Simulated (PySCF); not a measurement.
## Electronic structure of B2Cl6O2Si in real space

Input file:

```
{"job": {"kind": "nmr", "xc": "PBE0", "basis": "pcSseg-1"}, "charge": 0, "multiplicity": 1}
Cl    -1.916918    -1.237396    -1.061761
B     -1.918340    -0.280218     0.415269
Cl    -2.824125    -0.821855     1.805177
O     -1.252611     0.883365     0.466518
B     -0.272177     1.496267    -0.253850
Cl    -0.528207     3.145401    -0.784048
O      0.902351     0.894186    -0.536729
Si     1.813216    -0.456202    -0.356222
Cl     3.716135     0.126634     0.033790
Cl     1.744060    -1.534793    -2.071214
Cl     1.115933    -1.568835     1.205566
```

Launched as:

```sh
OMP_NUM_THREADS=1 python cluster_run.py task.json out
```

Geometry: PBE0-D3(BJ)/def2-SVP.

All numbers below come from PySCF 2.14.0, PBE0/pcSseg-1, SCF density, gas phase, non-relativistic.

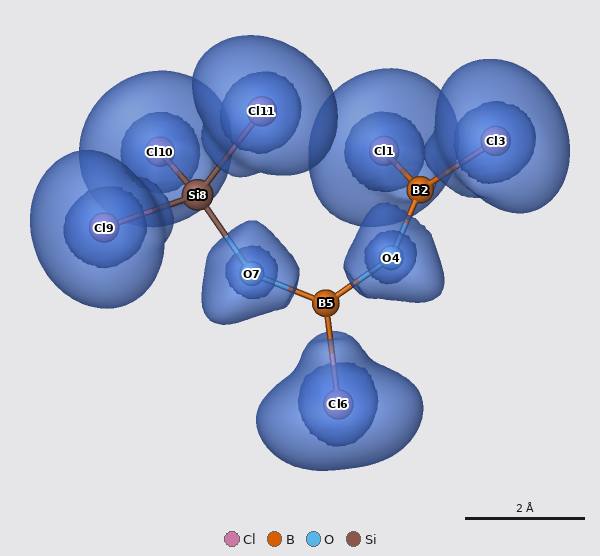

Figure 1. Isosurface of the electron localisation function at 0.75 (blue), seen across its widest extent. Core shells and regions of very low density are left out.

### Identify the bonds, lone pairs and shells in this picture.

The ELF exceeds this value in six regions on Cl in which the atom's valence shell and bonds are merged and two regions on O in which the atom's valence shell and bonds are merged. Along the contacts the grid gives the following. B–O (1.34 Å): the ELF peaks at about 0.90 between the atoms, as expected for a short, strongly polar bond. Si–O (1.64 Å): the ELF peaks at about 0.85 between the atoms: a shared but strongly polarised pair.

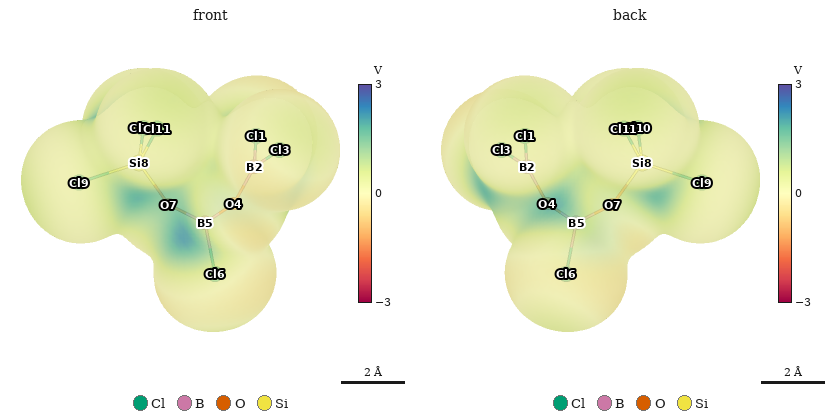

Figure 2. The electrostatic potential painted on the density surface at 0.002 e/bohr³, seen from the front and from behind; red is negative and blue positive.

### Which sites attract a positive test charge, and which a negative one?

A positive charge is drawn to the negative regions and a negative charge to the positive ones. The most negative region (about −0.3 V) lies over Cl3, O4 and Cl6, the most positive (about +2.0 V) over B5. Cl1 shows a σ-hole: about +0.5 V at the tip opposite its bond, against about +0.1 V on its flanks. Cl3 shows a σ-hole: about +0.5 V at the tip opposite its bond, against about −0.1 V on its flanks. Cl6 shows a σ-hole: about +0.4 V at the tip opposite its bond, against about −0.1 V on its flanks. Cl9 shows a σ-hole: about +0.6 V at the tip opposite its bond, against about +0.1 V on its flanks. Cl10 shows a σ-hole: about +0.6 V at the tip opposite its bond, against about +0.1 V on its flanks. Cl11 shows a σ-hole: about +0.6 V at the tip opposite its bond, against about +0.2 V on its flanks.

### What dipole moment does the calculation give?

Its dipole moment is 0.54 D.

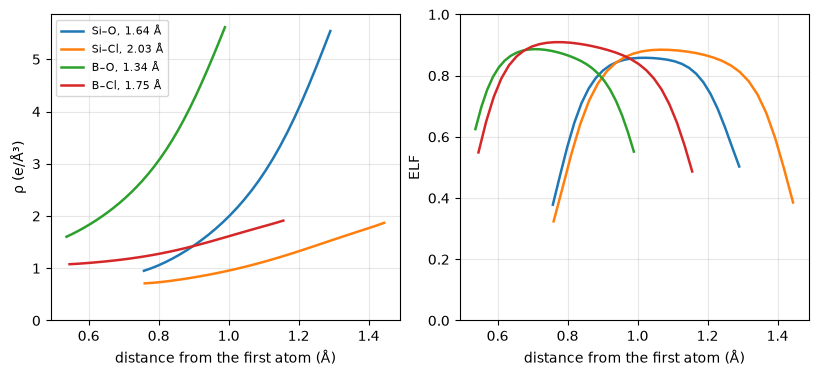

Figure 3. Electron density and ELF along straight lines between neighbouring atoms. The curves leave out the atomic cores.

### What can be read from the curves?

Si–O (1.64 Å): ρ is about 1.1 e/Å³ halfway; the ELF peaks at about 0.85 between the atoms (a polar covalent bond).
Si–Cl (2.03 Å): ρ is about 0.97 e/Å³ halfway; the ELF peaks at about 0.90 between the atoms, as expected for a shared but strongly polarised pair.
B–O (1.34 Å): ρ at the midpoint is about 2.2 e/Å³; the ELF peaks at about 0.90 between the atoms (a polar covalent bond).
B–Cl (1.75 Å): ρ at the midpoint is about 1.4 e/Å³; the ELF peaks at about 0.90 between the atoms, as expected for a shared but strongly polarised pair.
